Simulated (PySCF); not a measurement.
Polarizability calculation, with input and output: C2H2ClSi (charge −1)

System: C2H2ClSi, charge −1, SMILES C#C[SiH-]Cl.
Method: HF/cc-pV(D+d)Z, RHF (PySCF 2.14.0).

The geometry comes from this level: GFN2-xTB.

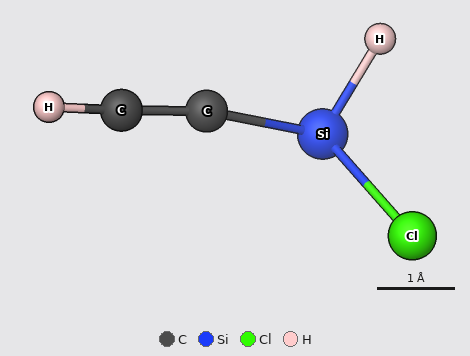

*The structure (ball-and-stick view, seen at a tilt).*

Bond lengths as drawn: Cl–Si 2.31 Å, C–C 1.21 Å, C–H 1.06 Å, C–Si 1.86 Å and H–Si 1.50 Å.

### Input file (input.py)
```python
import numpy
from pyscf import gto
from pyscf.prop.polarizability import rhf

molecule = gto.M(
    atom='mol.xyz',
    basis='cc-pv(d+d)z',
    max_memory=1860,
    verbose=3,
    charge=-1,
    spin=0,
)

calc0 = molecule.RHF()
calc0.conv_tol = 1e-10
calc0.kernel()
if not calc0.converged:
    calc0 = calc0.newton().run(calc0.mo_coeff, calc0.mo_occ)

e_tot = calc0.e_tot
print('E = %.10f Eh' % e_tot)
pol = rhf.Polarizability(calc0)
alpha = pol.polarizability()
print('isotropic polarizability %.4f bohr^3' % (numpy.trace(alpha) / 3))
alpha_w = pol.polarizability_with_freq(freq=0.0774)
beta = pol.hyper_polarizability()
```

### File mol.xyz
```
6
C2H2ClSi
C      0.758700     0.541450    -1.456510
C      0.250300     0.345680    -0.379210
Si    -0.094570     0.107390     1.437140
Cl    -0.513450    -2.167770     1.399230
H      1.141620     0.692060    -2.430770
H     -1.542600     0.481190     1.430120
```

Machine: 1 thread of Arm Neoverse V1, 24 GiB of memory available, shared host.

Launched with:
```bash
OMP_NUM_THREADS=1 python input.py
```

### What the program printed
```
converged SCF energy = -825.334389300979
E = -825.3343893010 Eh
isotropic polarizability 59.3508 bohr^3
```

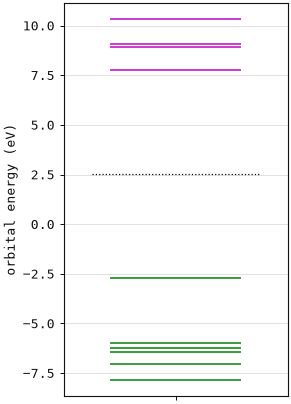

*Orbital energies near the frontier; the dotted line parts filled from empty levels, and levels within 0.02 eV of each other stand side by side.*

Highest filled −2.70 eV, lowest empty 7.79 eV, 10.49 eV apart.

### Summary

| quantity | value |
| --- | --- |
| outcome | converged |
| total energy | −825.334389 hartree |
| basis functions | 84 |
| HOMO | −2.70 eV |
| LUMO | 7.79 eV |
| wall time | 44 s |
| peak memory | 0.17 GiB |
